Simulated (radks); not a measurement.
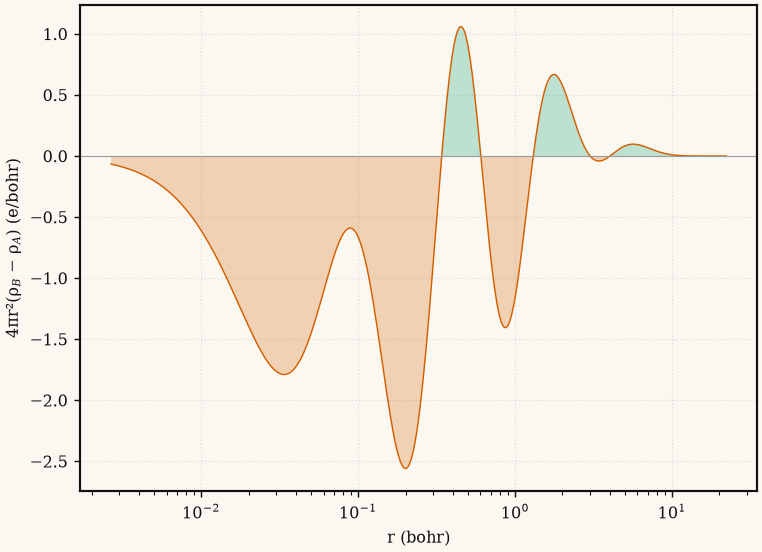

Two nuclei with the same 19 electrons, [Ar] 4s1 (high spin), were computed: Ca⁺; K. Level of theory: scalar-relativistic Kohn-Sham, LDA (Slater exchange, VWN5 correlation), spin-polarised, spherical densities, finite nucleus. Computed with the in-house radial solver radks.

The plot shows the radial density of run B less that of run A; on the logarithmic r axis, areas aren't charges.

Assign A and B and describe the change of the density.

Answer. A is Ca⁺; B is K. B holds 1.1 electrons more than A where the difference is positive (most at r = 0.45 bohr) and 1.1 electrons fewer where it is negative (most at r = 0.20 bohr), with no net change. The larger nuclear charge draws every shell in.
